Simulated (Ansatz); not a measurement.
# ZrC: response to strain

Aim: deform ZrC (zz strain of -2 %) and compute stress, forces and field gradients with LAPW, PAW and all-electron datasets made for the crystal.

Computed with Ansatz 0.2.0 (DFT PBEsol, scalar-relativistic, unless a step's input says otherwise).

## Step 1: The structure to begin with

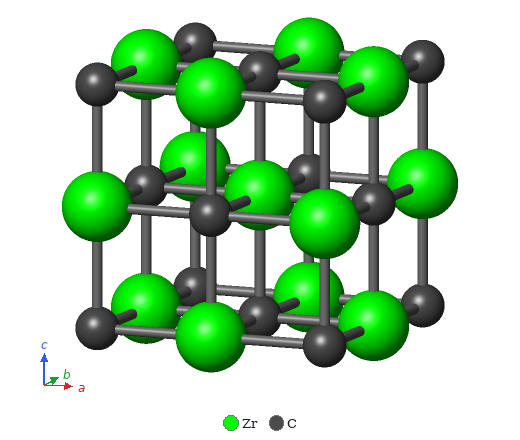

Start, viewed slightly off an axis; zirconium green, carbon dark grey. Atoms on the faces are drawn again on the opposite ones. The cell drawn here is the conventional one.

As a file:

```xyz
2
Lattice="0.0000 2.3502 2.3502 2.3502 0.0000 2.3502 2.3502 2.3502 0.0000" Properties=species:S:1:pos:R:3 pbc="T T T"
Zr    2.3502    2.3502    2.3502
C     0.0000    0.0000    0.0000
```

Atoms are numbered in the order of the input: Zr1, C2.

## Step 2: The deformed structure

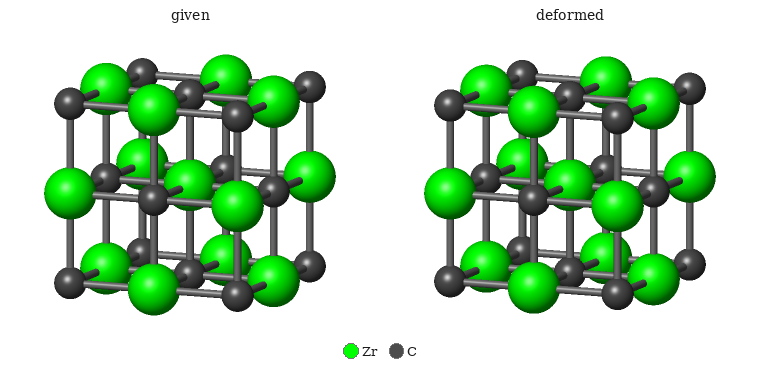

Given and deformed, at one scale.

Space group Fm-3m before, I4/mmm after.

## Step 3: Full-potential LAPW

Input file input.yaml:

```yaml
crystal:
  lattice:
    - [0.0, 2.35021, 2.3032058]
    - [2.35021, 0.0, 2.3032058]
    - [2.35021, 2.35021, 0.0]
  atoms:
    - { symbol: Zr, position: [0.5, 0.5, 0.5] }
    - { symbol: C, position: [0.0, 0.0, 0.0] }
kpoints:
  mp_grid: { grid: [15, 15, 15] }
  band_path:
    path:
      - [0.0, 0.0, 0.0]
      - [0.0, 0.5, 0.5]
      - [0.25, 0.75, 0.5]
      - [0.0, 0.5, 0.0]
      - [0.0, 0.0, 0.0]
      - [0.5, 0.5, 0.0]
      - [0.3801541025, 0.6198458975, 0.0]
      - [-0.3801541025, 0.3801541025, 0.0]
      - [0.0, 0.0, 0.0]
    npoints: 5
scf:
  occupations: { method: fermi_dirac, width: 0.05 }
hamiltonian:
  xc: pbesol
  pseudopotentials: { kind: all_electron, lapw: { basis_error: 0.0005 } }
output:
  forces: true
  stress: true
  eigenvalues: true
```

On the command line:

```sh
ansatz run input.yaml --threads 1 --pin off --max-ram 3072MiB --backend cpu --events-out ev --progress --plain --runs-dir out
```

The program printed (excerpt; [...] marks lines left out):

```text
LAPW: plane waves up to 8.692 Å⁻¹, error target 5.0e-4 eV per atom; small_component_spin mean_spin; C in spheres of 1.028 Å, 6 of its electrons in bands, Dirac shells []; Zr in spheres of 1.275 Å, 30 of its electrons in bands, Dirac shells []
[...]
Pseudopotentials: kind: all_electron
Pseudopotential: Zr, LAPW, valence charge 30, Koelling and Harmon's equation, gaussian nucleus
Pseudopotential: C, LAPW, valence charge 6, Koelling and Harmon's equation, gaussian nucleus
Functional definition: PBEsol
[...]
Crystal: 2 atoms, lattice volume = 25.443 Å³
Basis set: ecut = 287.8577412675679 eV, 283 PW (Γ), exchange–correlation at level 2
Bands: 22, of which v1, the nominal top of the filled ones, is band 18 counted from 1 (17 counted from 0)
Symmetry: 16 space group operations
Space group: I4/mmm (ITA 139), of the structure as read, at distance tolerance 2.9e-5 Å
k-points: 288 of 3375
[...]
SCF iter   1: F=—  HF=-98908.148410 eV  |F-HF|=—  |Δ(HF+E_count)|=         —  Δρ=1.20e-1  dr2=5.27e0  ethr=1.46e-2  ⟨swp⟩=2.0  Hψ=42491  notcnv=0
[...]
the basis was enlarged: its passes take 224.9 KiB over the memory plan, 1 of 1 planned eigensolver slots
[...]
SCF iter  10: F=-98906.386702 eV  HF=-98906.386702 eV  |F-HF|=4.48e-9  |Δ(HF+E_count)|=   5.10e-8  Δρ=4.28e-6  dr2=5.27e-9  ethr=4.59e-10  ⟨swp⟩=2.1  Hψ=19596  notcnv=0
[...]
NSCF: frozen V_eff on 41 k-points
SCF converged after 10 iterations
Free energy (F): -98906.386702 eV
[...]
E sigma→0 (E₀):  -98906.385503 eV
Entropy (-TS):   -0.002398 eV (-1.199 meV/atom)
Fermi energy:    16.767452 eV
[...]
--- Forces (eV/Å), atoms counted from 1 ---
  atom   1  Zr     0.00000000     0.00000000     0.00000000
  atom   2  C     -0.00000000     0.00000000     0.00000000
[...]
--- Stress (GPa, compression-positive) ---
       -2.457944       0.000000       0.000000
        0.000000      -2.457944       0.000000
        0.000000       0.000000       5.633306
  P = ⅓ Tr σ = 0.2391 GPa (2.391 kbar)
--- Band table (eV; the first three rows and the last of 288) ---
  k-point 0: bands = ["-380.4320", "-293.5639", "-293.5639", "-293.5545", "-246.4852", "-151.0017", "-150.9948", "-150.9948", "-150.9885", "-150.9793", "-31.1210", "-8.8522", "-8.8522", "-8.8434", "5.4148", "17.6896", "17.6896", "17.7691", "17.7691", "17.8042", "17.9738", "19.5156"]
[...]
```

It took 29 s on 1 thread of Intel Xeon 6975P-C (Granite Rapids), shared host; peak memory 0.73 GiB.

In short: pressure 0.24 GPa; no gap.

## Step 4: PAW on the default files

Input file input.yaml:

```yaml
crystal:
  lattice:
    - [0.0, 2.35021, 2.3032058]
    - [2.35021, 0.0, 2.3032058]
    - [2.35021, 2.35021, 0.0]
  atoms:
    - { symbol: Zr, position: [0.5, 0.5, 0.5] }
    - { symbol: C, position: [0.0, 0.0, 0.0] }
kpoints:
  mp_grid: { grid: [15, 15, 15] }
scf:
  occupations: { method: fermi_dirac, width: 0.05 }
hamiltonian:
  xc: pbesol
  pseudopotentials: { kind: paw }
output:
  forces: true
  stress: true
  eigenvalues: true
  efg: { contact_densities: true }
```

On the command line:

```sh
ansatz run input.yaml --threads 1 --pin off --max-ram 3072MiB --backend cpu --events-out ev --progress --plain --runs-dir out
```

The program printed (excerpt; [...] marks lines left out):

```text
Zr: output.efg is read without spin–orbit coupling, which moves field gradients at and beside such atoms by some per cent and up to a factor of two; PAW files take it under magnetization.noncollinear and magnetization.spin_orbit
[...]
Pseudopotentials: kind: paw
Pseudopotential: Zr, paw, valence charge 12, recommended cutoff 420 eV (normal)
Pseudopotential: C, paw, valence charge 4, recommended cutoff 420 eV (normal)
Functional definition: PBEsol
[...]
Crystal: 2 atoms, lattice volume = 25.443 Å³
Basis set: ecut = 420 eV, 531 PW (Γ), exchange–correlation on 48×48×48 points (8 copies of the dense FFT grid, shifted against one another)
Bands: 12, of which v1, the nominal top of the filled ones, is band 8 counted from 1 (7 counted from 0)
Symmetry: 16 space group operations
Space group: I4/mmm (ITA 139), of the structure as read, at distance tolerance 2.9e-5 Å
k-points: 288 of 3375
[...]
Fermi energy:    15.080120 eV
[...]
--- Forces (eV/Å), atoms counted from 1 ---
  atom   1  Zr     0.00000000     0.00000000     0.00000000
  atom   2  C     -0.00000000     0.00000000     0.00000000
[...]
--- Stress (GPa, compression-positive) ---
       -2.516994       0.000000       0.000000
        0.000000      -2.516994      -0.000000
        0.000000       0.000000       5.581518
  P = ⅓ Tr σ = 0.1825 GPa (1.825 kbar)
--- PAW observables at the nuclei: V_zz in 10²¹ V/m², potentials from the cell's mean, atoms counted from 1 ---
  atom   1  Zr V_zz =    -3.027423   η = 0.0000   by run symmetry: allowed
            electrostatic potential = -5930.434622 V   contact ρ = 489712.490023 e/Å³
  atom   2  C  V_zz =    -0.211043   η = 0.0000   by run symmetry: allowed
            electrostatic potential = -423.667851 V   contact ρ = 862.713180 e/Å³
--- Band table (eV; the first three rows and the last of 288) ---
  k-point 0: bands = ["-32.8105", "-10.5409", "-10.5409", "-10.5321", "3.7270", "16.0020", "16.0020", "16.0820", "16.0820", "16.1162", "16.2867", "17.8295"]
[...]
```

Wall time 3.5 s (1 thread of Intel Xeon 6975P-C (Granite Rapids), shared host); peak memory 0.47 GiB.

In short: pressure 0.18 GPa; no gap; Vzz Zr1 -3.03 (η = 0.00), C2 -0.21 (η = 0.00) (10²¹ V/m²).

## Step 5: Datasets made for this crystal

Changes to input.yaml since step 4:

```diff
@@ -14,3 +14,3 @@
   xc: pbesol
-  pseudopotentials: { kind: paw }
+  pseudopotentials: { kind: all_electron, datasets: crystal }
 output:
```

On the command line:

```sh
ansatz run input.yaml --threads 1 --pin off --max-ram 3072MiB --backend cpu --events-out ev --progress --plain --runs-dir out
```

The program printed (excerpt; [...] marks lines left out):

```text
[...]
Zr: output.efg is read without spin–orbit coupling, which moves field gradients at and beside such atoms by some per cent and up to a factor of two; PAW files take it under magnetization.noncollinear and magnetization.spin_orbit
[...]
Pseudopotentials: kind: all_electron
Pseudopotential: Zr, paw, valence charge 12, recommended cutoff 300 eV (normal), Koelling and Harmon's equation, gaussian nucleus
Pseudopotential: C, paw, valence charge 4, recommended cutoff 300 eV (normal), Koelling and Harmon's equation, gaussian nucleus
Functional definition: PBEsol
[...]
Crystal: 2 atoms, lattice volume = 25.443 Å³
Basis set: ecut = 300 eV, 307 PW (Γ), exchange–correlation on 40×40×40 points (8 copies of the dense FFT grid, shifted against one another)
Bands: 12, of which v1, the nominal top of the filled ones, is band 8 counted from 1 (7 counted from 0)
Symmetry: 16 space group operations
[...]
--- Forces (eV/Å), atoms counted from 1 ---
  atom   1  Zr     0.00000000    -0.00000000     0.00000000
  atom   2  C     -0.00000000     0.00000000     0.00000000
[...]
--- Stress (GPa, compression-positive) ---
       -2.458507       0.000000       0.000000
        0.000000      -2.458507       0.000000
        0.000000       0.000000       5.632247
  P = ⅓ Tr σ = 0.2384 GPa (2.384 kbar)
--- PAW observables at the nuclei: V_zz in 10²¹ V/m², potentials from the cell's mean, atoms counted from 1 ---
  atom   1  Zr V_zz =    -3.047748   η = 0.0000   by run symmetry: allowed
            electrostatic potential = -5928.509339 V   contact ρ = 489774.798735 e/Å³
  atom   2  C  V_zz =    -0.209260   η = 0.0000   by run symmetry: allowed
            electrostatic potential = -422.914442 V   contact ρ = 862.859739 e/Å³
--- Band table (eV; the first three rows and the last of 288) ---
  k-point 0: bands = ["-31.1209", "-8.8520", "-8.8520", "-8.8433", "5.4147", "17.6894", "17.6894", "17.7690", "17.7690", "17.8040"]
[...]
```

Wall time 11 s (1 thread of Intel Xeon 6975P-C (Granite Rapids), shared host); peak memory 0.6 GiB.

In short: pressure 0.24 GPa; no gap; Vzz Zr1 -3.05 (η = 0.00), C2 -0.21 (η = 0.00) (10²¹ V/m²).

## Step 6: Stress and forces compared

Stress (GPa, compression positive):

```csv
method,xx,yy,zz,yz,xz,xy
LAPW,-2.46,-2.46,5.63,0.00,0.00,0.00
PAW,-2.52,-2.52,5.58,0.00,0.00,0.00
crystal datasets,-2.46,-2.46,5.63,0.00,0.00,0.00
```

| method | pressure (GPa) | Vzz Zr1 (10²¹ V/m²) | Vzz C2 (10²¹ V/m²) | SCF cycles, all passes |
| --- | --- | --- | --- | --- |
| LAPW | 0.24 | – | – | 10 |
| PAW | 0.18 | -3.03 | -0.21 | 6 |
| crystal datasets | 0.24 | -3.05 | -0.21 | 8 |

## Step 7: Summary of results

| quantity | value |
| --- | --- |
| pressure | LAPW 0.24, PAW 0.18, crystal datasets 0.24 GPa |
| largest shear or deviatoric stress (LAPW) | 5.39 GPa |

The largest part of the stress beyond the pressure is 5.39 GPa in size, in the zz component; the atoms are carried along and not relaxed. No run of the undeformed cell stands beside it, so the pressure holds what the given cell had before the change. PAW: stress within 0.06 GPa of LAPW. Crystal datasets: stress within 0.01 GPa of LAPW.
